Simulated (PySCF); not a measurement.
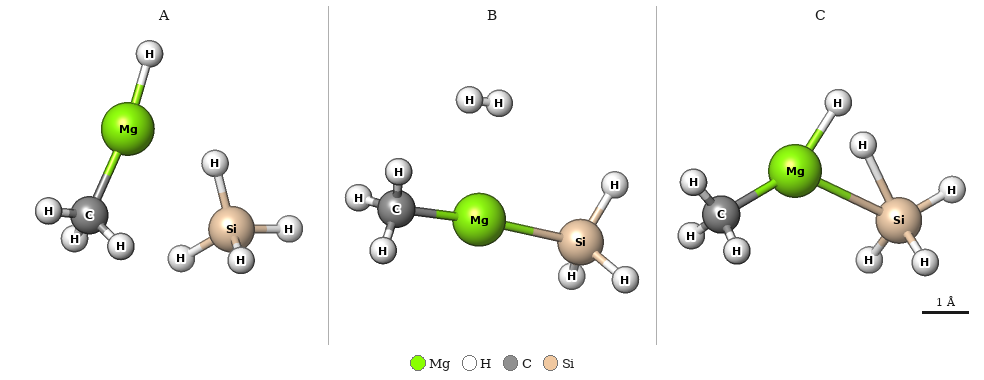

Three geometries of CH$_{8}$MgSi: a saddle point and the two minima that it joins, in shuffled order. A ball-and-stick model, seen at a tilt. Sticks join atoms that are closer than about 1.2 times the sum of their covalent radii (a little more with hydrogen).

Stationary points at PBE0-D4/def2-TZVP, single-point energies with CCSD(T)/CBS, BHLYP-D4, CCSD(T), SPW92 (LDA), PBE-D4, B3LYP-D4 (def2-TZVPP where no basis is named; PySCF 2.14.0). The energies are electronic, without zero-point or thermal terms, and both ends are the minima reached downhill from the saddle, with any fragments still in contact. CCSD(T)/CBS stands for a frozen-core estimate: MP2 correlation extrapolated from def2-TZVPP and def2-QZVPP, CCSD(T) minus MP2 from the smaller set.

> Identify the saddle point and describe the reaction.

Frame C is the saddle point. Counted by bonded pieces, A holds CH₄Mg + SiH₄ and B holds CH₆MgSi + H₂. From A over the saddle to B, bonds form: Mg–Si (3.46 → 2.85 → 2.58 Å), H–H (2.96 → 1.13 → 0.75 Å). Bonds break: H–Mg (1.71 → 1.83 → 2.63 Å), H–Si (1.50 → 1.88 → 3.55 Å). The saddle has one imaginary mode, 1221i cm⁻¹. With CCSD(T)/CBS the barrier is 32.6 kcal/mol from A and 33.6 kcal/mol from B, and B lies 1.1 kcal/mol below A.

| level | barrier from A (kcal/mol) | barrier from B (kcal/mol) | B less A (kcal/mol) |
| --- | --- | --- | --- |
| CCSD(T)/CBS | 32.6 | 33.6 | −1.1 |
| BHLYP-D4 | 36.4 | 33.8 | 2.6 |
| CCSD(T) | 34.3 | 34.2 | 0.2 |
| SPW92 (LDA) | 19.7 | 21.5 | −1.8 |
| PBE-D4 | 23.7 | 26.5 | −2.8 |
| B3LYP-D4 | 31.4 | 30.3 | 1.1 |

Against CCSD(T)/CBS, B3LYP-D4 comes closest on the barrier from A (−1.2 kcal/mol) and SPW92 (LDA) misses most (−12.9 kcal/mol).

Limits of the set-up: the start holds two separate molecules, 2.4 Å apart at their closest, whose relative position is a soft coordinate.
